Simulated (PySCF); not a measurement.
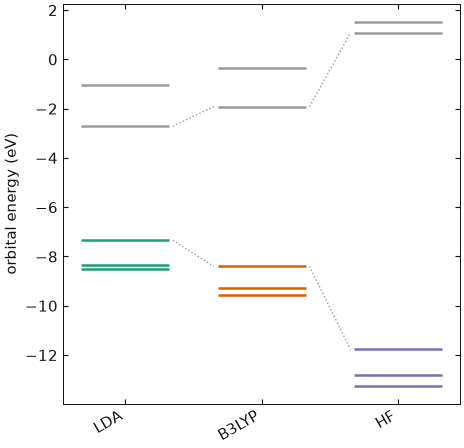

Frontier orbital energies of AlH₂Cl, SMILES [AlH2][Cl], singlet at one geometry, def2-SVPD, PySCF, at a PBE0-D3(BJ)/def2-SVP geometry (no frequency check). Empty levels are grey, levels within 0.1 eV stand side by side; all columns show the same few orbitals around the gap. Dotted lines join the HOMOs and the LUMOs.

How do the frontier levels move from column to column?

The separation grows from 4.63 eV (LDA) to 12.85 eV (HF).

| level | HOMO (eV) | LUMO (eV) | separation (eV) |
| --- | --- | --- | --- |
| LDA | −7.35 | −2.71 | 4.63 |
| B3LYP | −8.40 | −1.92 | 6.48 |
| HF | −11.77 | 1.07 | 12.85 |

Caveats, for all or some of the runs: empty levels above zero depend strongly on the basis.
